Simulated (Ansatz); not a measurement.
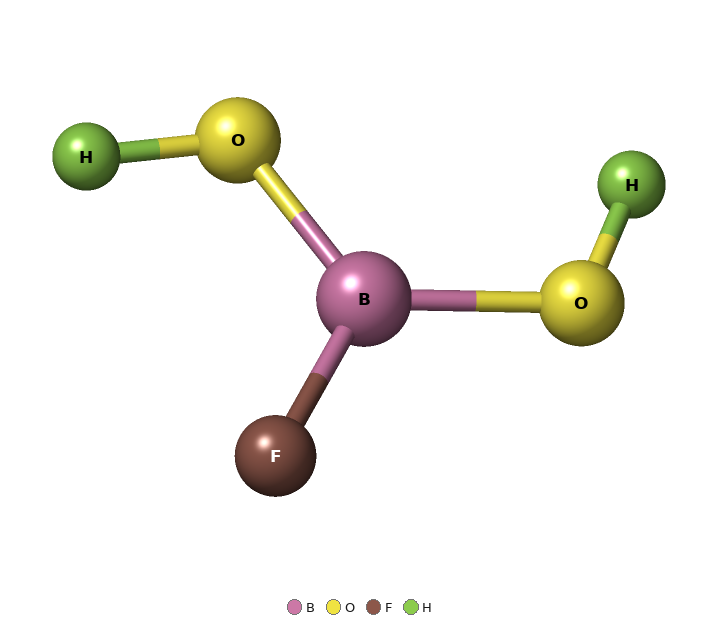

Starting geometry of the run.

Ansatz 0.2.0 input:

```yaml
crystal:
  periodic: [false, false, false]
  atoms:
    - {symbol: B, position_ang: [-0.891863, -0.110618, 0.133475]}
    - {symbol: O, position_ang: [-1.089689, -0.476268, -1.152682]}
    - {symbol: O, position_ang: [-1.001422, 1.185898, 0.530888]}
    - {symbol: F, position_ang: [-0.583170, -1.064164, 1.012210]}
    - {symbol: H, position_ang: [-1.307069, 0.269139, -1.716778]}
    - {symbol: H, position_ang: [-0.836369, 1.307801, 1.468425]}
basis:
  gaussian: {orbitals: def2-TZVPP}
hamiltonian: {xc: pbe}
correlation: {method: rpa}
```

It was started with:

```sh
ansatz run in.yaml --threads 4 --pin off --events-out ev --progress --plain --max-ram 9574MiB
```

Output:

```
Functional definition: PBE
  name "PBE"
  cite "Perdew, Burke & Ernzerhof, Phys. Rev. Lett. 77, 3865 (1996) doi:10.1103/PhysRevLett.77.3865"
  parent pbe
  parameter kappa = 0.804
  parameter beta = 0.06672455060314922
  exchange = pbe_x(kappa = kappa, mu = beta*pi^2/3)
  correlation = pbe_c(beta = beta)
977 factors; integrals over basis functions are off by at most 8.9e-4 eV
mean field evaluation 1: about -7509.9043 eV, gradient 8.1e1 eV
mean field evaluation 2: about -7509.8991 eV, gradient 8.1e1 eV
mean field evaluation 4: about -7519.4965 eV, gradient 1.4e1 eV
mean field evaluation 8: about -7519.8493 eV, gradient 3.0e-1 eV
mean field evaluation 16: about -7519.8486 eV, gradient 1.9e-5 eV
mean field -7519.84856212 eV, -276.3493375216 hartree, gradient 3.3e-6 eV, S^2 0.000000; 0 other end points of the search recorded, 0 dependent functions left out
4 core orbitals not correlated: weight in the atoms' cores, before any rotation towards them, 1.000 or more for the frozen orbitals, at most 0.000 for the correlated occupied ones
reference -7490.78283949 eV, -275.2811919162 hartree; 12, 12 occupied and 136, 136 virtual orbitals, 977 factors
Total energy: -7524.47587990 eV, -276.5193883134 hartree
```
